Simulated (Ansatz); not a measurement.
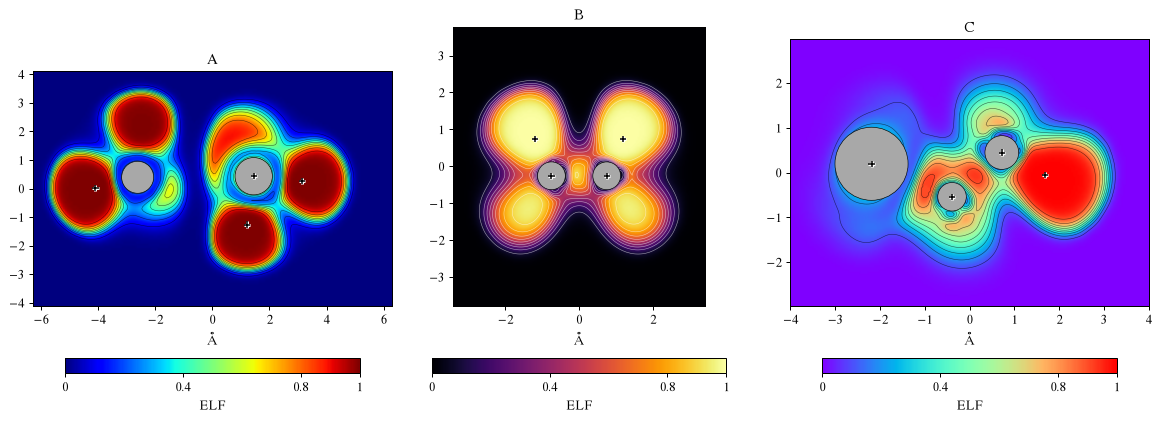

The ELF of 3 systems, each on a plane through atoms (crosses mark nuclei in the plane; grey discs cover the cores).

Method: RKS PBE0-D4/def2-TZVPPD (Ansatz 0.2.0).

System 1: CH₅CuN (charge +1), the plane of atoms N3, C2 and H5. Geometry: PBE0-D4/def2-TZVP.

```xyz
8

Cu    0.4381   -0.0532   -2.2233
C    -0.2174    0.5239    0.5639
N     0.1877   -0.5647   -0.3654
H     0.5421    1.3033    0.5629
H    -0.3320    0.1376    1.5773
H    -1.1637    0.9486    0.2348
H    -0.5050   -1.3097   -0.3245
H     1.0501   -0.9859   -0.0258
```

System 2: C₃H₆, the plane of atoms C2, C1 and H4. Geometry: PBE0-D4/def2-TZVPD.

```tsv
atom	x (Å)	y (Å)	z (Å)
C	0.8306	0.2824	0.2652
C	-0.6439	0.5085	0.4062
C	-0.1130	-0.8809	0.2245
H	1.2331	0.5627	-0.7021
H	1.4618	0.4089	1.1409
H	-1.1163	0.9222	-0.4782
H	-1.0352	0.7921	1.3796
H	-0.1360	-1.5609	1.0719
H	-0.2712	-1.2906	-0.7672
```

System 3: GeH₄···H₃Sb, the plane of atoms H7, Sb6 and H9. Geometry: PBE0-D4/def2-TZVP; core potentials replace the inner electrons of Sb.

```xyz
9

Ge    0.0958   -0.2146   -1.9903
H    -1.1854    0.6054   -2.1851
H     1.2556    0.7197   -1.6223
H     0.4310   -0.9675   -3.2849
H    -0.1161   -1.2287   -0.8560
Sb   -0.3270    0.7145    1.9580
H     1.2127   -0.0167    2.0450
H    -1.0991   -0.7624    2.3273
H    -0.2675    1.1500    3.6084
```

Which map belongs to which system?

Answer. Panel A is system 3, GeH₄···H₃Sb: the plane holds H and Sb. Sb–H (1.71 Å): the ELF climbs to about 1 towards the hydrogen. Panel B is system 2, C₃H₆: the plane holds C and H. C–C (1.50 Å): the ELF peaks at about 0.90 between the atoms; a shared electron pair. Panel C is system 1, CH₅CuN: the plane holds Cu, C, N and H. C–N (1.49 Å): the ELF peaks at about 0.95 between the atoms, as expected for a shared electron pair.
